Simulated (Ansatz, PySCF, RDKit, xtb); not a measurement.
**Which structure has the formula GaNH3OF?**

Task: start from the formula GaNH3OF, draw up candidate structures, narrow them down in stages, and characterise the one that lies lowest at 298.15 K.

The funnel: GFN2-xTB relaxations, single points with a density functional, relaxations at B3LYP-D3(BJ)/def2-SVP, harmonic vibrations, and a last energy at a higher level. All values are calculated.

4 further runs of the same task are left out: 4 set aside as unsound or not needed.

### Step 1. Drawing up candidates

All bonding patterns within simple valence rules are listed by program: one Lewis structure each, at most two rings and one unusual centre or charged pair. O–O, O–halogen and N–halogen bonds and N–N–N chains are not drawn. That gives 8 candidates.

```
label                  SMILES     spin
 c182      [NH2][Ga]([OH])[F]  singlet
 c217       O=[NH+][GaH2-][F]  singlet
 c400      [O-][NH2+][GaH][F]  singlet
 c623  [F][Ga@@H-]1[NH][OH+]1  singlet
 c645            N[O][GaH][F]  singlet
 c797  [F][Ga@@H-]1[NH2+][O]1  singlet
 c856           O[NH][GaH][F]  singlet
 c921        N=[O+][GaH2-][F]  singlet
```

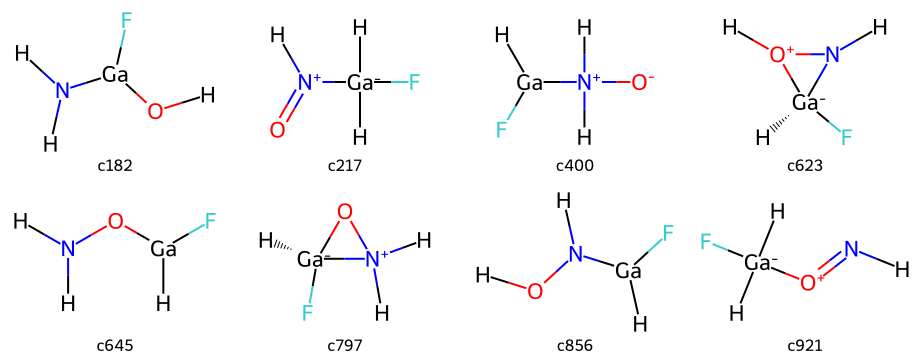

Structural formulas of the candidates.

Candidates are built by distance geometry, with a force field where one applies, in up to four conformers (letters a to d). 2 starts with atoms placed at random are added, to find patterns that the rules miss.

### Step 2. Cheap relaxation of all starts

All 10 starts are relaxed the same way. One of them, c182a (enumerated, embedded by distance geometry and UFF), in full:

Contents of start.xyz:

```xyz
7
c182a
F      0.172355    -0.898946    -4.612412
Ga    -0.549808    -0.999192    -3.367438
N     -2.598541    -0.874392    -3.900227
O      0.400832    -1.337998    -2.228645
H     -2.512589    -1.818124    -3.455493
H     -2.457688    -0.166844    -3.171993
H     -0.327022    -1.412541    -1.610354
```

On the command line:

```console
xtb start.xyz --gfn 2 --opt
```

The log of the run (excerpt; [...] marks lines left out):

```text
* xtb version 6.7.1
[...]
          :  # basis functions                  25          :
[...]
          :  # electrons                        24          :
[...]
          :  Hamiltonian                  GFN2-xTB          :
[...]
          :  net charge                          0          :
          :  unpaired electrons                  0          :
[...]
   *** convergence criteria satisfied after 12 iterations ***
[...]
   *** GEOMETRY OPTIMIZATION CONVERGED AFTER 46 ITERATIONS ***
[...]
   *** convergence criteria satisfied after 3 iterations ***
[...]
         ::                     SUMMARY                     ::
         :::::::::::::::::::::::::::::::::::::::::::::::::::::
         :: total energy             -14.538279491848 Eh    ::
         :: gradient norm              0.000410455801 Eh/a0 ::
         :: HOMO-LUMO gap              3.673437610716 eV    ::
         ::.................................................::
         :: SCC energy               -14.607392943965 Eh    ::
         :: -> isotropic ES            0.070099145401 Eh    ::
         :: -> anisotropic ES         -0.001464489338 Eh    ::
         :: -> anisotropic XC          0.001942573991 Eh    ::
         :: -> dispersion             -0.002575909353 Eh    ::
         :: repulsion energy           0.069113452117 Eh    ::
         :: add. restraining           0.000000000000 Eh    ::
         :: total charge              -0.000000000000 e     ::
         :::::::::::::::::::::::::::::::::::::::::::::::::::::
[...]
        12        2.0000           -0.4362249             -11.8703 (HOMO)
        13                         -0.3012286              -8.1968 (LUMO)
[...]
     #   Z          covCN         q      C6AA      α(0)
     1   9 F        0.693    -0.229    11.549     4.012
     2  31 Ga       2.266     0.200   213.667    32.781
     3   7 N        2.527    -0.319    28.259     7.895
     4   8 O        1.564    -0.402    20.946     6.175
     5   1 H        0.862     0.210     1.055     1.609
     6   1 H        0.861     0.202     1.096     1.640
     7   1 H        0.810     0.338     0.616     1.232
[...]
     #   Z sym  total        # sym  WBO       # sym  WBO       # sym  WBO
 ---------------------------------------------------------------------------
     1   9 F    1.324 --     2 Ga   1.140     3 N    0.114
     2  31 Ga   3.654 --     4 O    1.250     3 N    1.150     1 F    1.140
     3   7 N    3.249 --     2 Ga   1.150     6 H    0.913     5 H    0.913
                             4 O    0.158     1 F    0.114
     4   8 O    2.321 --     2 Ga   1.250     7 H    0.846     3 N    0.158
     5   1 H    0.956 --     3 N    0.913
     6   1 H    0.959 --     3 N    0.913
     7   1 H    0.886 --     4 O    0.846
 ---------------------------------------------------------------------------
[...]
molecular dipole:
                 x           y           z       tot (Debye)
 q only:       -1.370       0.093       0.925
   full:       -1.487      -0.099       0.984       4.538
molecular quadrupole (traceless):
[...]
          | TOTAL ENERGY              -14.538279491848 Eh   |
          | GRADIENT NORM               0.000410455801 Eh/α |
          | HOMO-LUMO GAP               3.673437610716 eV   |
           -------------------------------------------------
[...]
```

Run time: 0.11 s. Hardware: 2 threads of Intel Xeon Platinum 8488C (Sapphire Rapids), shared host.

### Step 3. What the search left

10 of the 10 relaxations converged; 1 ended on a minimum already found. 9 distinct structures remain:

```csv
label,start,SMILES after,spin,energy (kcal/mol),note
c492,random,[NH2][Ga]([OH])[F],singlet,0.0,
c182a,drawn,[NH2][Ga]([OH])[F],singlet,2.2,
c856a,drawn,[F][Ga].[NH2][OH] ‡,singlet,23.5,fell apart
c645a,drawn,[F][Ga].[NH2][OH] ‡,singlet,25.2,fell apart
c231,random,[NH][Ga]([OH2])[F] ‡,singlet,41.1,
c797a,drawn,[F][Ga@@H-]1[NH2+][O]1,singlet,46.0,
c623a,drawn,[F][Ga@@H-]1[NH][OH+]1,singlet,55.7,
c921a,drawn,N=[O+][GaH2-][F],singlet,91.6,
c217a,drawn,O=[NH+][GaH2-][F],singlet,93.7,
```

‡ marks the bonded skeleton alone, with all bonds drawn single: no Lewis structure was assigned that passes a check against the bond lengths.

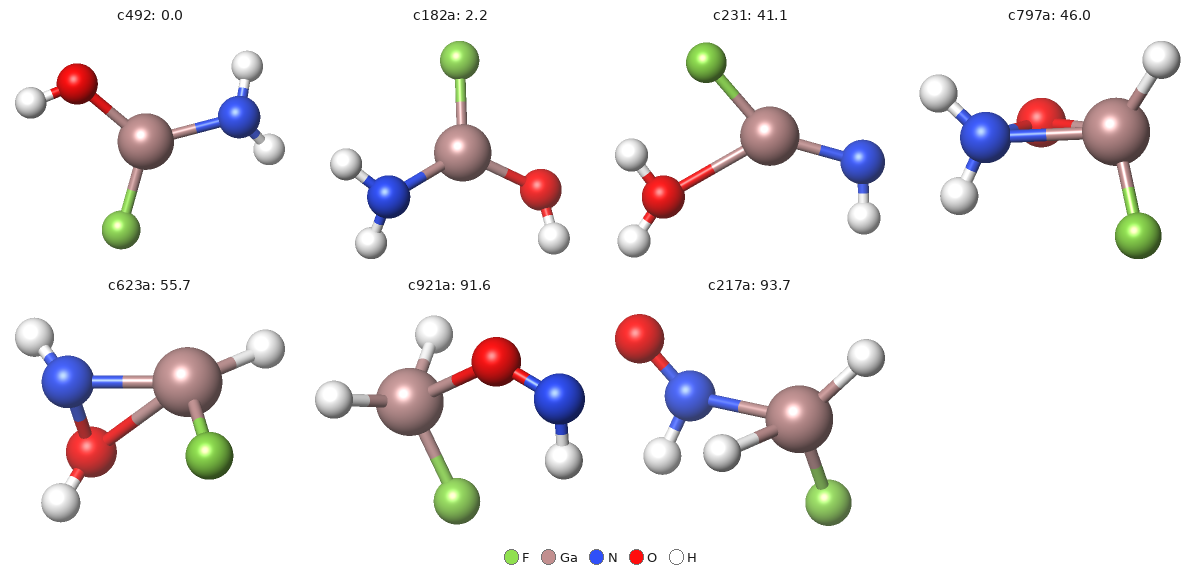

The 7 lowest minima that did not fall apart, with their GFN2-xTB energies in kcal/mol.

### Step 4. Second filter: single points

A choice of the minima (the low ones first, few conformers of a pattern, up to a cap) and the lowest that fell apart get a single point at r2SCAN-D4/def2-SVP on the tight-binding geometry, and one at HF/STO-3G for comparison. The lowest singlets are also tried as triplets at the same geometry (label ending in t). The first, c492:

Contents of input.yaml:

```yaml
crystal:
  periodic: [false, false, false]
  atoms:
    - {symbol: F, position_ang: [1.250075, -0.658295, -1.549481]}
    - {symbol: Ga, position_ang: [0.876013, -0.502772, 0.158486]}
    - {symbol: N, position_ang: [0.477634, 1.144462, 0.860849]}
    - {symbol: O, position_ang: [1.013953, -1.969119, 1.076431]}
    - {symbol: H, position_ang: [0.051355, 1.788137, 0.200497]}
    - {symbol: H, position_ang: [-0.089660, 1.099676, 1.701273]}
    - {symbol: H, position_ang: [1.319519, -2.760609, 0.629366]}
basis:
  gaussian: {orbitals: def2-SVP}
hamiltonian: {xc: r2scan, dispersion: d4}
scf: {lower_state_search: "off"}
```

On the command line:

```console
ansatz run input.yaml --threads 2 --pin off --max-ram 4350MiB --events-out events.jsonl --progress --plain --runs-dir runs
```

The log of the run (excerpt; [...] marks lines left out):

```text
Warning: RAYON_NUM_THREADS=2 ignored (pool sized by the plan → 2); use --threads N
Functional definition: r2SCAN
  name "r2SCAN"
[...]
992 factors; their error is unknown
[...]
mean field -58668.40092013 eV, -2156.0239669443 hartree, gradient 4.5e-6 eV, S^2 0.000000; 0 other end points of the search recorded, 0 dependent functions left out
reference -58668.40093162 eV, -2156.0239673667 hartree; 29, 29 occupied and 60, 60 virtual orbitals, 992 factors
Total energy: -58668.42631778 eV, -2156.0249002909 hartree
Checks for a lower state left out: stability, starts, cluster_reference, orbital_swaps, neighbouring_geometries, increment
```

It took 1 s on 2 threads of Intel Xeon Platinum 8488C (Sapphire Rapids), shared host.

Relative energies in kcal/mol, each column from its lowest structure that stays in one piece:

| label | SMILES | spin | GFN2-xTB | HF/STO-3G | r2SCAN-D4/def2-SVP |
| --- | --- | --- | --- | --- | --- |
| c492 | [NH2][Ga]([OH])[F] | singlet | 0.0 | 0.0 | 0.0 |
| c182a | [NH2][Ga]([OH])[F] | singlet | 2.2 | 0.3 | 2.4 |
| c797a | [F][Ga@@H-]1[NH2+][O]1 | singlet | 46.0 | 26.2 | 57.0 |
| c856a | [F][Ga].[NH2][OH] ‡ | singlet | 23.5 | 95.6 | 58.9 |
| c231 | [NH][Ga]([OH2])[F] ‡ | singlet | 41.1 | 77.8 | 60.3 |
| c492t | [NH2][Ga]([OH])[F] | triplet | – | – | 120.2 |
| c797at | [F][Ga@@H-]1[NH2+][O]1 | triplet | – | – | 181.8 |

‡ marks the bonded skeleton alone, with all bonds drawn single: no Lewis structure was assigned that passes a check against the bond lengths.

### Step 5. Relaxing the best candidates

3 candidates are relaxed at B3LYP-D3(BJ)/def2-SVP (chosen among the lowest in one piece). The first, c492:

Contents of input.yaml:

```yaml
crystal:
  periodic: [false, false, false]
  atoms:
    - symbol: F
      position_ang: [1.250075, -0.658295, -1.549481]
    - symbol: Ga
      position_ang: [0.876013, -0.502772, 0.158486]
    - symbol: "N"
      position_ang: [0.477634, 1.144462, 0.860849]
    - symbol: O
      position_ang: [1.013953, -1.969119, 1.076431]
    - symbol: H
      position_ang: [0.051355, 1.788137, 0.200497]
    - symbol: H
      position_ang: [-0.089660, 1.099676, 1.701273]
    - symbol: H
      position_ang: [1.319519, -2.760609, 0.629366]
basis:
  gaussian:
    orbitals: def2-SVP
hamiltonian:
  xc: {name: B3LYP}
  dispersion: d3bj
scf:
  lower_state_search: off
relax:
  f_tol: 0.003
```

On the command line:

```console
ansatz run input.yaml --threads 2 --pin off --max-ram 4350MiB --events-out events.jsonl --progress --plain --runs-dir runs
```

The log of the run (excerpt; [...] marks lines left out):

```text
Warning: RAYON_NUM_THREADS=2 ignored (pool sized by the plan → 2); use --threads N
[...]
Functional definition: B3LYP
  name "B3LYP"
[...]
939 factors; integrals over basis functions are off by at most 2.1e-4 eV
[...]
mean field -58672.82381393 eV, -2156.1865052934 hartree, gradient 9.3e-6 eV, S^2 0.000000; 0 other end points of the search recorded, 0 dependent functions left out
[...]
reference -58672.82404161 eV, -2156.1865136607 hartree; 29, 29 occupied and 60, 60 virtual orbitals, 939 factors
relax step   1: F+E_penalty+E_count = -58672.98962709 eV  Δ(F+E_penalty+E_count) = +0.000e0 eV  max|allowed force component| = 1.104e0 eV/Å  Δτ_max = 0.0000 Å  (14 SCF iters, accepted)
[...]
relax step   3: F+E_penalty+E_count = -58673.03688361 eV  Δ(F+E_penalty+E_count) = -1.660e-2 eV  max|allowed force component| = 2.498e-1 eV/Å  Δτ_max = 0.0370 Å  (21 SCF iters, accepted)
[...]
relax step  10: F+E_penalty+E_count = -58673.04797603 eV  Δ(F+E_penalty+E_count) = -4.929e-6 eV  max|allowed force component| = 2.457e-3 eV/Å  Δτ_max = 0.0035 Å  (13 SCF iters, accepted)
Total energy: -58673.04820424 eV, -2156.1947514852 hartree
Atom 0 at     1.269752    -0.641238    -1.568926 Å, force    -0.000549    -0.000125     0.000024 eV/Å
Atom 1 at     0.849962    -0.525402     0.136848 Å, force     0.000420     0.001412    -0.000499 eV/Å
Atom 2 at     0.358673     1.068592     0.815172 Å, force     0.000695    -0.000940    -0.000937 eV/Å
Atom 3 at     1.021015    -1.996375     1.123523 Å, force     0.000264    -0.002457     0.000426 eV/Å
Atom 4 at     0.108275     1.844069     0.212242 Å, force     0.000006     0.000539     0.000954 eV/Å
Atom 5 at    -0.048755     1.147642     1.740065 Å, force    -0.000751     0.000454    -0.000413 eV/Å
Atom 6 at     1.339966    -2.755807     0.618498 Å, force    -0.000084     0.001117     0.000444 eV/Å
Dipole moment:    -0.196176     0.153824     0.184988 e Å
Checks for a lower state left out: stability, starts, cluster_reference, orbital_swaps, neighbouring_geometries, increment
```

Run time: 16 s. Hardware: 2 threads of Intel Xeon Platinum 8488C (Sapphire Rapids), shared host.

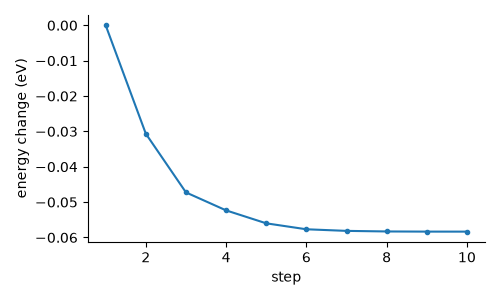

Energy along the run, all evaluated steps.

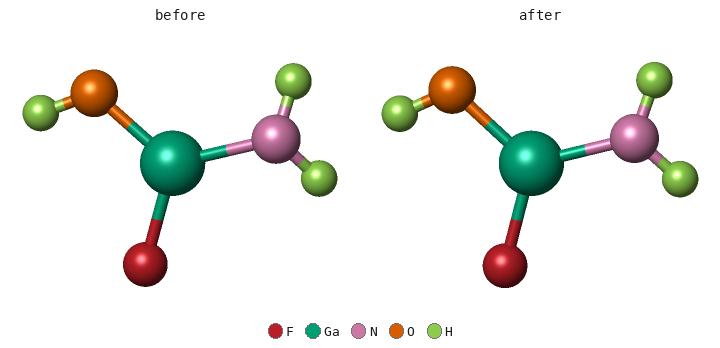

Before and after, at one scale.

After the run. Bond lengths: F1–Ga2 1.760 Å, Ga2–N3 1.801 Å, Ga2–O4 1.779 Å, N3–H5 1.014 Å, N3–H6 1.014 Å, O4–H7 0.966 Å. Angles: F1–Ga2–N3 119.2°, F1–Ga2–O4 117.4°, N3–Ga2–O4 123.3°, Ga2–N3–H5 121.4°, Ga2–N3–H6 121.5°, Ga2–O4–H7 113.1°, H5–N3–H6 112.6°.

### Step 6. The relaxed candidates

```csv
label,spin,r2SCAN-D4/def2-SVP (kcal/mol),"B3LYP-D3(BJ)/def2-SVP, relaxed (kcal/mol)",time
c492,singlet,0.0,0.0,16 s
c182a,singlet,2.4,2.0,15 s
c797a,singlet,57.0,55.6,12 s
```

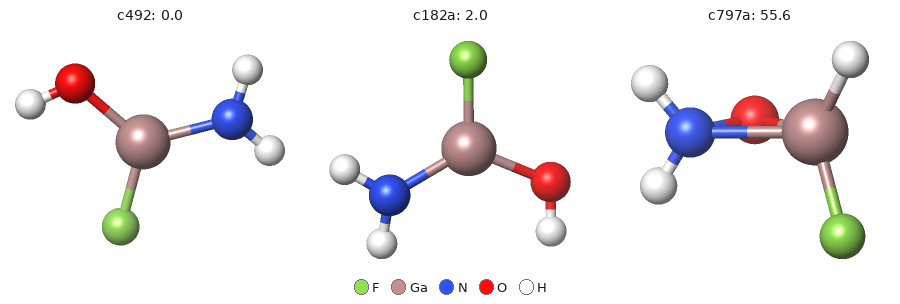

The relaxed structures, with energies at B3LYP-D3(BJ)/def2-SVP in kcal/mol.

### Step 7. Are they minima? Harmonic frequencies

The lowest few in one piece go on as finalists. Harmonic vibrations at B3LYP-D3(BJ)/def2-SVP test each finalist and give the zero-point energy and the thermal terms. The first, c492:

Contents of input.yaml:

```yaml
crystal:
  periodic: [false, false, false]
  atoms:
    - {symbol: F, position_ang: [1.269752, -0.641238, -1.568926]}
    - {symbol: Ga, position_ang: [0.849962, -0.525402, 0.136848]}
    - {symbol: "N", position_ang: [0.358673, 1.068592, 0.815172]}
    - {symbol: O, position_ang: [1.021015, -1.996375, 1.123523]}
    - {symbol: H, position_ang: [0.108275, 1.844069, 0.212242]}
    - {symbol: H, position_ang: [-0.048755, 1.147642, 1.740065]}
    - {symbol: H, position_ang: [1.339966, -2.755807, 0.618498]}
basis:
  gaussian:
    orbitals: def2-SVP
phonons: {}
scf:
  lower_state_search: "off"
hamiltonian:
  xc: {name: B3LYP}
  dispersion: d3bj
```

On the command line:

```console
ansatz run input.yaml --threads 2 --pin off --max-ram 4350MiB --events-out events.jsonl --progress --plain --runs-dir runs
```

The log of the run (excerpt; [...] marks lines left out):

```text
Warning: RAYON_NUM_THREADS=2 ignored (pool sized by the plan → 2); use --threads N
[... 2 set-up lines as earlier in the session ...]
[...]
939 factors; integrals over basis functions are off by at most 3.2e-4 eV
[...]
mean field -58672.88284022 eV, -2156.1886744697 hartree, gradient 4.8e-6 eV, S^2 0.000000; 0 other end points of the search recorded, 0 dependent functions left out
[...]
reference -58672.88306847 eV, -2156.1886828577 hartree; 29, 29 occupied and 60, 60 virtual orbitals, 939 factors
[...]
939 factors; integrals over basis functions are off by at most 3.2e-4 eV
mean field -58672.88284069 eV, -2156.1886744871 hartree, gradient 2.6e-6 eV, S^2 0.000000; 0 other end points of the search recorded, 0 dependent functions left out
[...]
reference -58672.88306893 eV, -2156.1886828747 hartree; 29, 29 occupied and 60, 60 virtual orbitals, 939 factors
[...]
Total energy: -58673.04819087 eV, -2156.1947509939 hartree
Atom 0 at     1.269752    -0.641238    -1.568926 Å, force    -0.000467    -0.000066    -0.000242 eV/Å
Atom 1 at     0.849962    -0.525402     0.136848 Å, force     0.000289     0.001247    -0.000158 eV/Å
Atom 2 at     0.358673     1.068592     0.815172 Å, force     0.000683    -0.000832    -0.000986 eV/Å
Atom 3 at     1.021015    -1.996375     1.123523 Å, force     0.000304    -0.002423     0.000369 eV/Å
Atom 4 at     0.108275     1.844069     0.212242 Å, force     0.000023     0.000511     0.000961 eV/Å
Atom 5 at    -0.048755     1.147642     1.740065 Å, force    -0.000736     0.000447    -0.000414 eV/Å
Atom 6 at     1.339966    -2.755807     0.618498 Å, force    -0.000096     0.001115     0.000470 eV/Å
Dipole moment:    -0.196175     0.153824     0.184988 e Å
Vibrations: 160.54 165.19 186.07 232.58 300.19 351.81 660.95 719.52 750.64 764.73 842.59 1510.78 3585.89 3692.77 3847.68 cm⁻¹, zero-point energy 1.101719 eV
Checks for a lower state left out: stability, starts, cluster_reference, orbital_swaps, neighbouring_geometries, increment
```

Wall time 56 s (2 threads of Intel Xeon Platinum 8488C (Sapphire Rapids), shared host).

### Step 8. Zero-point energy and free-energy terms

At 298.15 K and 1 atm, ideal gas, rigid rotor and harmonic oscillator:

```csv
label,SMILES,spin,point group,lowest mode (cm⁻¹),zero-point (kcal/mol),G − E (kcal/mol)
c492,[NH2][Ga]([OH])[F],singlet,C1,161,25.4,6.1
c182a,[NH2][Ga]([OH])[F],singlet,C1,164,25.3,5.9
c797a,[F][Ga@@H-]1[NH2+][O]1,singlet,C1,140,24.8,6.2
```

Chiral structures get −RT ln 2 for their mirror image.

### Step 9. The final energy

Single points at CCSD(T)/def2-TZVP on the refined geometries decide the order.

c492, CCSD(T)/def2-TZVP:

Contents of input.yaml:

```yaml
crystal:
  periodic: [false, false, false]
  atoms:
    - {symbol: F, position_ang: [1.269752, -0.641238, -1.568926]}
    - {symbol: Ga, position_ang: [0.849962, -0.525402, 0.136848]}
    - {symbol: N, position_ang: [0.358673, 1.068592, 0.815172]}
    - {symbol: O, position_ang: [1.021015, -1.996375, 1.123523]}
    - {symbol: H, position_ang: [0.108275, 1.844069, 0.212242]}
    - {symbol: H, position_ang: [-0.048755, 1.147642, 1.740065]}
    - {symbol: H, position_ang: [1.339966, -2.755807, 0.618498]}
basis:
  gaussian:
    orbitals: def2-TZVP
total_charge: 0
correlation:
  method: ccsd_t
  frozen_orbitals: {O: 1, H: 0, Ga: 9, "N": 1, F: 1}
```

On the command line:

```console
ansatz run input.yaml --threads 2 --pin off --max-ram 4350MiB --events-out events.jsonl --progress --plain --runs-dir runs
```

The log of the run (excerpt; [...] marks lines left out):

```text
Warning: RAYON_NUM_THREADS=2 ignored (pool sized by the plan → 2); use --threads N
Functional definition: HF
  name "HF"
[...]
1081 factors; integrals over basis functions are off by at most 1.3e-3 eV
[...]
mean field -58612.01862113 eV, -2153.9519556732 hartree, gradient 1.3e-6 eV, S^2 0.000000; 0 other end points of the search recorded, 0 dependent functions left out
12 core orbitals not correlated: weight in the atoms' cores, before any rotation towards them, 1.000 or more for the frozen orbitals, at most 0.000 for the correlated occupied ones
reference -58612.01862113 eV, -2153.9519556732 hartree; 17, 17 occupied and 130, 130 virtual orbitals, 1081 factors
second order -25.18890413 eV of doubles, -0.00000000 eV of singles
cycle   1  -24.44651937 eV  change    7.4e-1 eV  update   1.2e-1
[...]
cycle   9  -25.19613739 eV  change   -1.5e-5 eV  update   3.0e-5
perturbative correction -0.89225605 eV, -0.0327898049 hartree
Total energy: -58638.10701456 eV, -2154.9106864488 hartree
```

Wall time 39 s (2 threads of Intel Xeon Platinum 8488C (Sapphire Rapids), shared host); peak memory 1.3 GiB.

### Step 10. c182a at CCSD(T)/def2-TZVP

Contents of input.yaml:

```yaml
crystal:
  periodic: [false, false, false]
  atoms:
    - {symbol: F, position_ang: [0.298746, -1.260067, -4.994812]}
    - {symbol: Ga, position_ang: [-0.553377, -1.135830, -3.468705]}
    - {symbol: "N", position_ang: [-2.337595, -0.852902, -3.530653]}
    - {symbol: O, position_ang: [0.487733, -1.226150, -2.028068]}
    - {symbol: H, position_ang: [-2.841589, -0.955766, -4.405149]}
    - {symbol: H, position_ang: [-2.943555, -0.967279, -2.726178]}
    - {symbol: H, position_ang: [0.017175, -1.110044, -1.192996]}
basis:
  gaussian:
    orbitals: def2-TZVP
magnetization:
  spin_polarized: false
correlation:
  method: ccsd_t
  frozen_orbitals: {O: 1, H: 0, Ga: 9, "N": 1, F: 1}
```

On the command line:

```console
ansatz run input.yaml --threads 2 --pin off --max-ram 4350MiB --events-out events.jsonl --progress --plain --runs-dir runs
```

The log of the run (excerpt; [...] marks lines left out):

```text
Warning: RAYON_NUM_THREADS=2 ignored (pool sized by the plan → 2); use --threads N
[... 2 set-up lines as earlier in the session ...]
[...]
1080 factors; integrals over basis functions are off by at most 1.4e-3 eV
[...]
mean field -58611.94993121 eV, -2153.9494313654 hartree, gradient 1.3e-6 eV, S^2 0.000000; 0 other end points of the search recorded, 0 dependent functions left out
12 core orbitals not correlated: weight in the atoms' cores, before any rotation towards them, 1.000 or more for the frozen orbitals, at most 0.000 for the correlated occupied ones
reference -58611.94993121 eV, -2153.9494313654 hartree; 17, 17 occupied and 130, 130 virtual orbitals, 1080 factors
second order -25.18737045 eV of doubles, -0.00000000 eV of singles
cycle   1  -24.44595517 eV  change    7.4e-1 eV  update   1.2e-1
[...]
cycle   9  -25.19636584 eV  change   -1.7e-5 eV  update   3.2e-5
perturbative correction -0.89252665 eV, -0.0327997495 hartree
Total energy: -58638.03882370 eV, -2154.9081804807 hartree
```

Run time: 39 s. Hardware: 2 threads of Intel Xeon Platinum 8488C (Sapphire Rapids), shared host; peak memory 1.3 GiB.

[end of part 1 of 2]
